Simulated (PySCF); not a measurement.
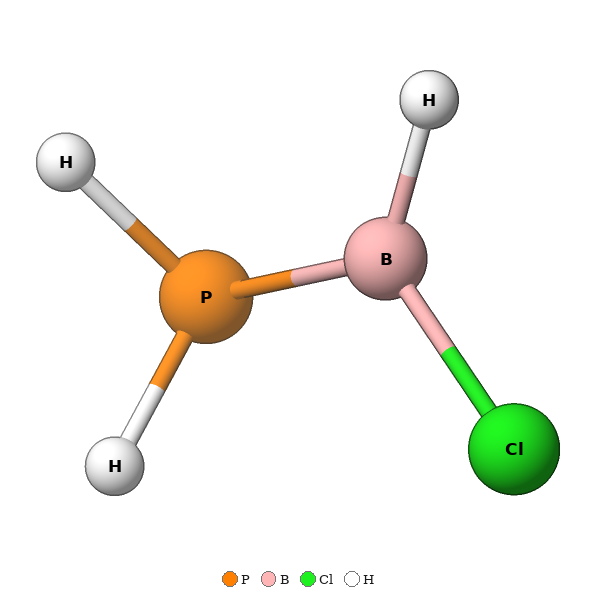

Ball-and-stick drawing of a structure.

The computed structure is the end point of a PBE0-D3(BJ)/def2-SVP optimisation. No frequency run is at hand to confirm it as a minimum.

Description:

Formula BClH3P. Its SMILES string is `PBCl`. It has no ring. Among its groups: B–H bond. This geometry has C1 symmetry. Coordination: 1 P trigonal pyramidal; 1 B trigonal planar.

The parts below concern this one geometry. Atoms keep their numbers from picture to picture.

Shape

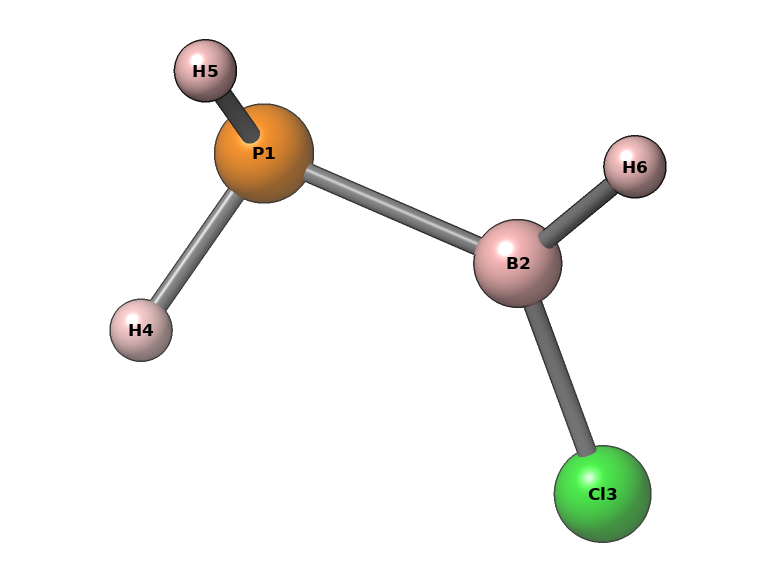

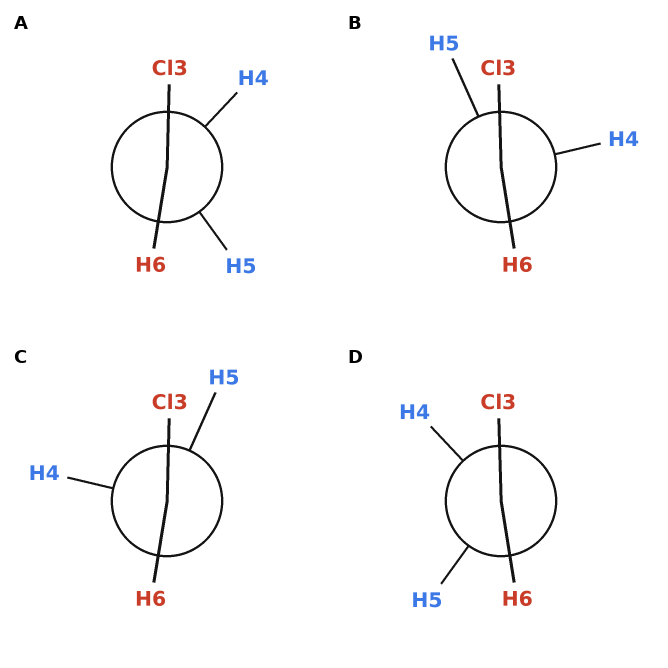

Distant atoms are faded towards the background colour. Bonds that would overlap in a projection are set slightly apart. No frequency run is at hand to confirm it as a minimum.

Which Newman projection shows the view along B2–P1, with B2 in front?

A. The torsion angle Cl3–B2–P1–H4 is 42°, synclinal (gauche).

Levels of theory compared

No frequency run is at hand to confirm it as a minimum. Program: PySCF 2.14.0.

Compare lowest singlet excitation (eV), HOMO–LUMO gap (eV) at these levels: B3LYP/def2-SVPD; BHandHLYP/def2-SVPD; HF/def2-SVPD; LDA/def2-SVPD; PBE/def2-SVPD; PBE0/def2-SVPD.

```json
{"level": "B3LYP/def2-SVPD", "lowest singlet excitation (eV)": "4.59", "HOMO–LUMO gap (eV)": "5.42"}
{"level": "BHandHLYP/def2-SVPD", "lowest singlet excitation (eV)": "4.96", "HOMO–LUMO gap (eV)": "7.85"}
{"level": "HF/def2-SVPD", "lowest singlet excitation (eV)": "5.54", "HOMO–LUMO gap (eV)": "11.89"}
{"level": "LDA/def2-SVPD", "lowest singlet excitation (eV)": "4.23", "HOMO–LUMO gap (eV)": "3.70"}
{"level": "PBE/def2-SVPD", "lowest singlet excitation (eV)": "4.31", "HOMO–LUMO gap (eV)": "3.80"}
{"level": "PBE0/def2-SVPD", "lowest singlet excitation (eV)": "4.65", "HOMO–LUMO gap (eV)": "5.81"}
```

Polarisability

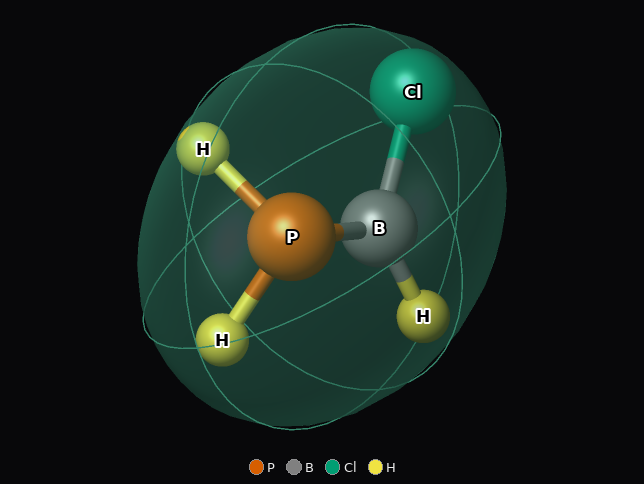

The ellipsoid shows the static dipole polarisability: its half-axes are proportional to the principal values. No frequency run is at hand to confirm it as a minimum. Computed with PBE/def2-SVPD (PySCF 2.14.0).

How large and how anisotropic is the polarisability?

Principal values 46.2, 54.5, 78.4 bohr³; mean 59.7 bohr³ (8.85 Å³); anisotropy 29.0 bohr³, so the longest axis is 1.70 times the shortest.

Quadrupole coupling

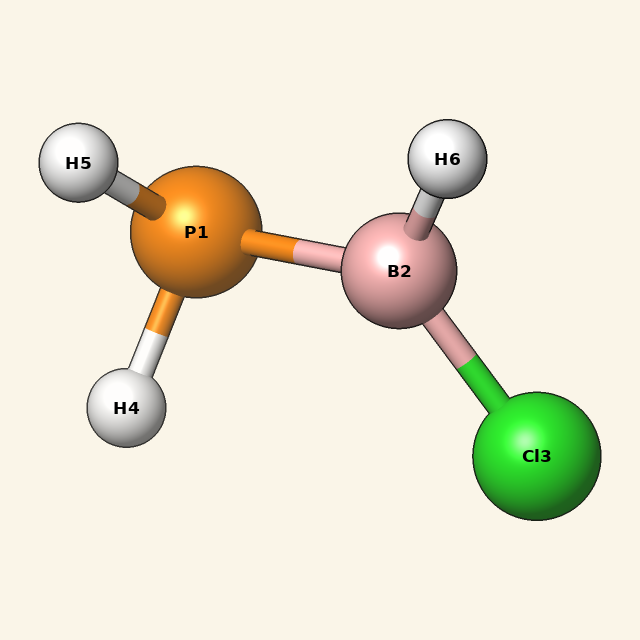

No frequency run is at hand to confirm it as a minimum. Electric field gradients from the ground-state density, PBE0/aug-cc-pVDZ (PySCF 2.14.0), non-relativistic apart from any core potentials.

Give the largest field-gradient component, the quadrupole coupling constant and the asymmetry for 11B at B2 (Q = 40.59 mb), 35Cl at Cl3 (Q = −81.7 mb).

```
atom  V_zz (a.u.)  e²qQ/h (MHz)     η
  B2        0.386          3.69  0.57
 Cl3        1.834         −35.2  0.75
```

NMR shielding

The questions are on isotropic NMR shieldings of the H atoms. No frequency run is at hand to confirm it as a minimum. Properties computed with GIAO PBE0/6-31G* NMR shielding, non-relativistic, gas phase (PySCF 2.14.0).

Give the isotropic NMR shieldings of the H atoms atom by atom.

```json
{"atom": "H4", "σ (ppm)": "28.63"}
{"atom": "H5", "σ (ppm)": "28.62"}
{"atom": "H6", "σ (ppm)": "24.06"}
```
